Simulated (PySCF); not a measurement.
# C₄H₈N₂OSi₂ (SMILES C/C(C#N)=N\[SiH2][SiH2]C=O): what the fields show

```tsv
atom	x (Å)	y (Å)	z (Å)
C	-2.1718	-0.0215	-0.6338
C	-1.3255	0.6233	0.4171
C	-1.5770	2.0145	0.6263
N	-1.7820	3.1270	0.8079
N	-0.4267	0.0878	1.1214
Si	0.4298	-1.3857	1.1496
Si	2.3330	-0.7971	-0.0514
C	1.7997	0.7807	-0.9956
O	0.8030	0.7868	-1.6802
H	-3.2080	0.3117	-0.5632
H	-1.7864	0.2725	-1.6118
H	-2.1158	-1.1042	-0.5449
H	0.6380	-1.5793	2.5827
H	-0.2240	-2.5870	0.5981
H	2.7027	-1.7695	-1.0826
H	3.5411	-0.4747	0.7123
H	2.3628	1.7267	-0.8620
```

Geometry: GFN2-xTB.

These are results of PySCF, PBE0/pcSseg-1, SCF density, gas phase, non-relativistic, not measurements.

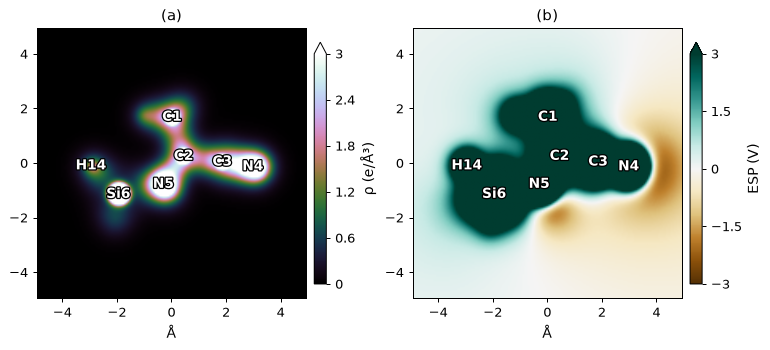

Figure 1. (a) total electron density; (b) molecular electrostatic potential on the plane of atoms C1, C2 and N5.

Q: What do the fields say about this system?

A: The section cuts through C, N, Si and H sites.
C–N (1.15 Å): the density is about 3.6 e/Å³ at the midpoint.
C–C (1.43 Å): ρ at the midpoint is about 1.9 e/Å³.
Si–N (1.70 Å): the density is about 1.1 e/Å³ at the midpoint.
Outside the dense part of the molecule the potential is most negative (−2.1 V) near N4.

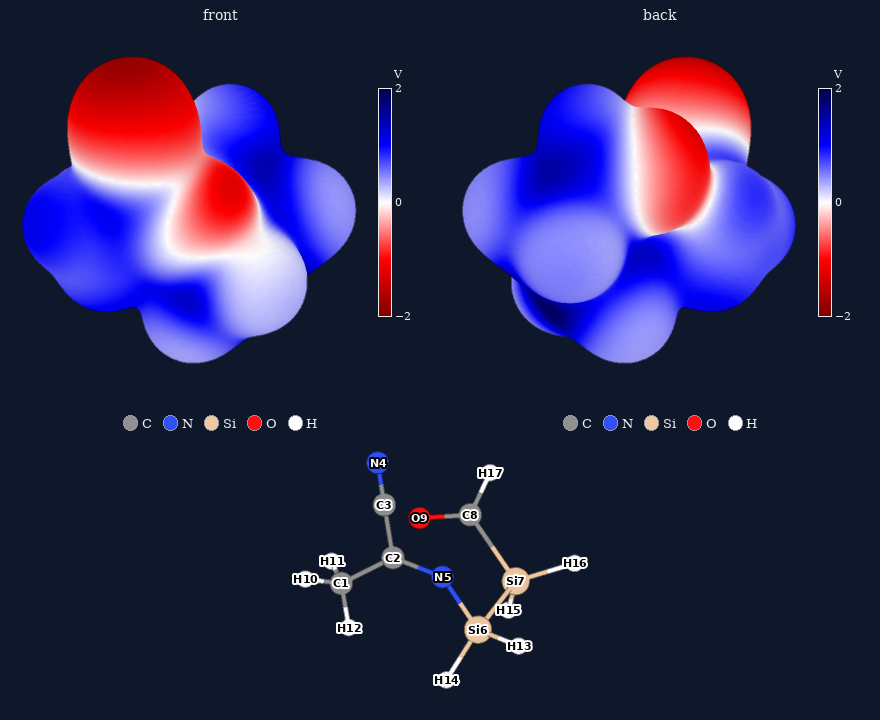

Figure 2. The molecular electrostatic potential painted on the density surface at 0.002 e/bohr³, seen from the front and from behind; the colour scale runs from red (negative) to blue (positive). The bare structure is drawn below in the same view.

Q: Which sites attract a positive test charge, and which a negative one?

A: A positive charge is drawn to the negative regions and a negative charge to the positive ones. The most negative region (about −1.7 V) lies over N4, the most positive (about +1.7 V) over Si6 and Si7. N4 is the likeliest acceptor of a hydrogen bond.
